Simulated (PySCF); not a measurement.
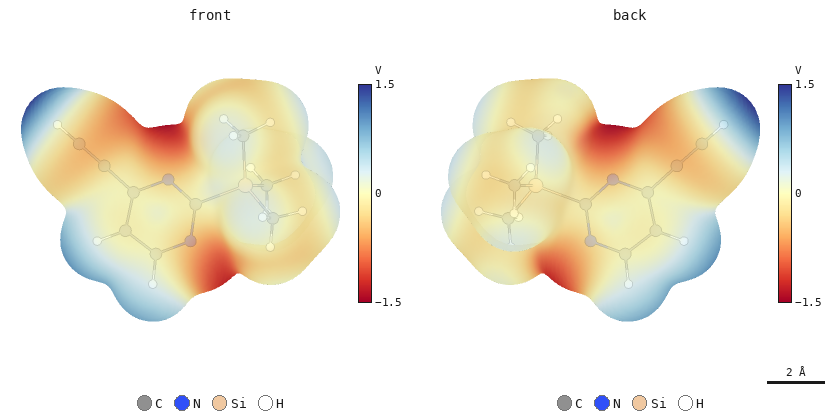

*C9H12N2Si (SMILES C#Cc1ccnc([Si](C)(C)C)n1). The electrostatic potential painted on the density surface at 0.001 e/bohr³, seen from the front and from behind; red is negative and blue positive.*

Geometry: GFN2-xTB.

The calculation used PBE0/6-31G*, SCF density, gas phase, non-relativistic (PySCF).

| atom | x (Å) | y (Å) | z (Å) |
| --- | --- | --- | --- |
| C | 4.4562 | 0.0108 | 1.6822 |
| C | 3.5172 | -0.2369 | 0.9767 |
| C | 2.4214 | -0.5421 | 0.1271 |
| C | 2.5926 | -1.3785 | -0.9805 |
| C | 1.4579 | -1.6145 | -1.7377 |
| N | 0.2840 | -1.0820 | -1.4427 |
| C | 0.2145 | -0.2916 | -0.3739 |
| Si | -1.4812 | 0.4626 | 0.0677 |
| C | -2.3871 | -0.7885 | 1.1888 |
| C | -1.1788 | 2.0971 | 0.9970 |
| C | -2.4505 | 0.7256 | -1.5508 |
| N | 1.2377 | -0.0082 | 0.4190 |
| H | 5.2739 | 0.2308 | 2.3023 |
| H | 3.5520 | -1.8080 | -1.2213 |
| H | 1.4852 | -2.2520 | -2.6143 |
| H | -2.5284 | -1.7384 | 0.6819 |
| H | -1.8260 | -0.9793 | 2.0987 |
| H | -3.3664 | -0.4180 | 1.4759 |
| H | -2.1036 | 2.5014 | 1.3971 |
| H | -0.4925 | 1.9478 | 1.8245 |
| H | -0.7444 | 2.8498 | 0.3457 |
| H | -1.9925 | 1.4923 | -2.1685 |
| H | -2.4788 | -0.1894 | -2.1338 |
| H | -3.4742 | 1.0291 | -1.3538 |

### Which sites attract a positive test charge, and which a negative one?

A positive charge is drawn to the negative regions and a negative charge to the positive ones. The most negative region (about −1.4 V) lies over N12, the most positive (about +1.4 V) over H13. N12 is the likeliest acceptor of a hydrogen bond.

### How polar is the molecule by this calculation?

Its dipole moment is 1.75 D.
